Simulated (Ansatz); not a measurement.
BH3NSi (charge −1)

| atom | x (Å) | y (Å) | z (Å) |
| --- | --- | --- | --- |
| B | 0.4885 | 0.0572 | -0.9446 |
| Si | -2.0403 | 0.1227 | 0.7388 |
| N | -0.4957 | 0.0210 | -0.1810 |
| H | -2.1842 | -1.3782 | 1.0681 |
| H | 1.4118 | 0.0990 | -1.6746 |
| H | -1.4378 | 0.4655 | 2.1177 |

Geometry: PBE0-D4/def2-TZVPD; the highest occupied orbital lies above zero, a sign that basis and functional describe the outermost electron poorly.

The calculation used Ansatz 0.2.0, RKS PBE0-D4/def2-TZVPPD.

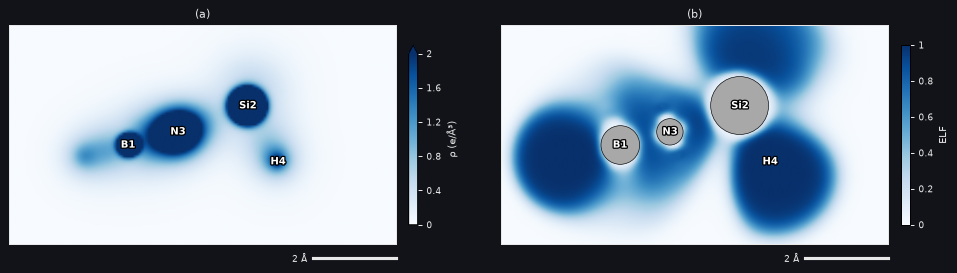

Figure 1. (a) total electron density; (b) ELF on the plane of atoms N3, Si2 and H4. Grey discs cover the atomic cores in the ELF map.

What do the fields say about this system?

- The plane passes through B, Si, N and H nuclei.
- B–N (1.25 Å): ρ is about 2.5 e/Å³ halfway; the ELF peaks at about 0.85 between the atoms, as expected for a short, strongly polar bond.
- Si–N (1.80 Å): ρ is about 0.91 e/Å³ halfway; the ELF peaks at about 0.90 between the atoms (a polar covalent bond).
- Si–H (1.54 Å): ρ at the midpoint is about 0.69 e/Å³; the ELF climbs to about 1 towards the hydrogen, as it does in any bond to H.
- The ELF also peaks beside N3 and Si2, away from the bonds: lone-pair regions.

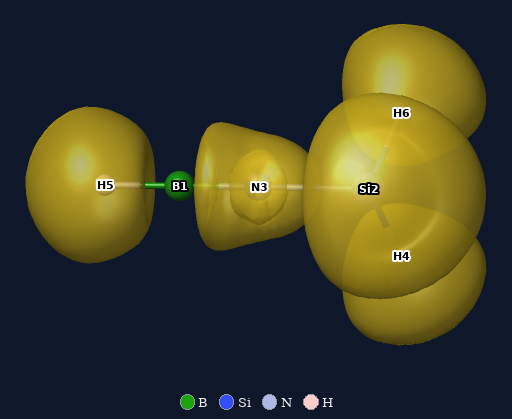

Figure 2. Isosurface of the ELF at 0.75 (yellow), seen across its widest extent. Core shells and regions of very low density are left out.

Identify the bonds, lone pairs and shells in this picture.

At this value the surface marks out three regions around hydrogen nuclei, one region on N in which the atom's valence shell and bonds are merged and one lobe on Si, pointing away from the bonds (lone pairs).

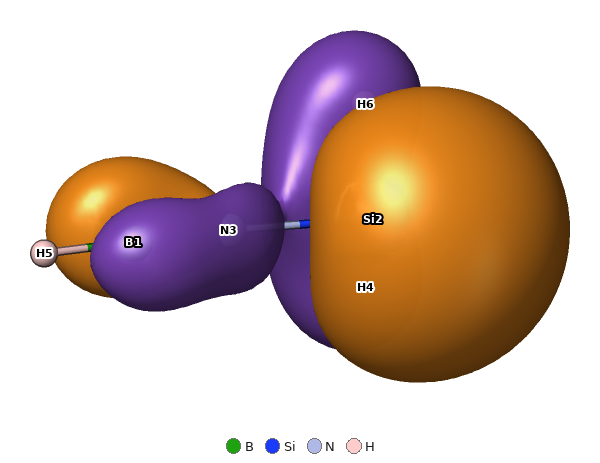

Figure 3. The HOMO at ±0.08 Å⁻³ᐟ² (orange and purple are the two phases), seen at an oblique angle.

Describe this orbital and give its energy.

Its weight (Hirshfeld) is mainly on Si2 (about 70 %), B1 (about 5 %), H4 (about 5 %) and H6 (about 5 %). Its energy is 0.18 eV.
